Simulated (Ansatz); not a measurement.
## GaS, pressure series

The reference is GaS in the beta-GaS type structure (space group P6_3/mmc, No. 194; layered, stacked along the Cartesian z axis).

```
GaS
1.0
    3.53420     0.00000     0.00000
   -1.76710     3.06071     0.00000
    0.00000     0.00000    15.03891
Ga S
4 4
Direct
  0.33333   0.66667   0.66956
  0.66667   0.33333   0.16956
  0.66667   0.33333   0.33044
  0.33333   0.66667   0.83044
  0.33333   0.66667   0.09695
  0.66667   0.33333   0.59695
  0.66667   0.33333   0.90305
  0.33333   0.66667   0.40305
```

Cell and atoms are relaxed at each pressure.

The values are results of PBEsol-D3(BJ) (Ansatz, an electronic-structure program), no spin-orbit coupling, not measurements.

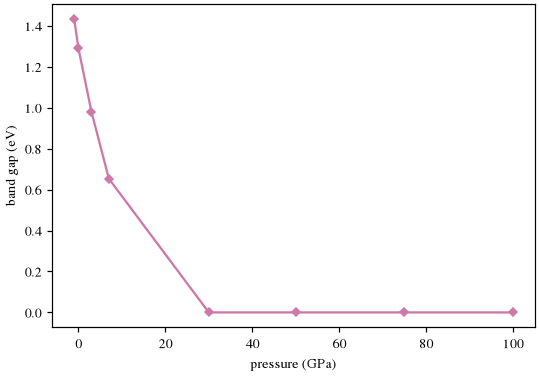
Fig. 1. Band gap against pressure

| pressure (GPa) | band gap |
|---|---|
| -1 | 1.44 eV |
| 3 | 0.98 eV |
| 7 | 0.65 eV |
| 30 | zero |
| 50 | zero |
| 75 | zero |
| 100 | zero |

A case with no gap was solved on a k-mesh chosen for an insulator, which is coarse for it. From pressure 100 GPa on, the axis ratios lie over 15 % from the base's, so the cell there is far from its starting form. Load acts through the strain it causes; cell and atoms are relaxed under it. Stability against distortions was not tested. No other phases were tried under pressure. The final runs are not spin-polarised. The zero or small gap of GaS under pressure 30 GPa can change with the level of theory.
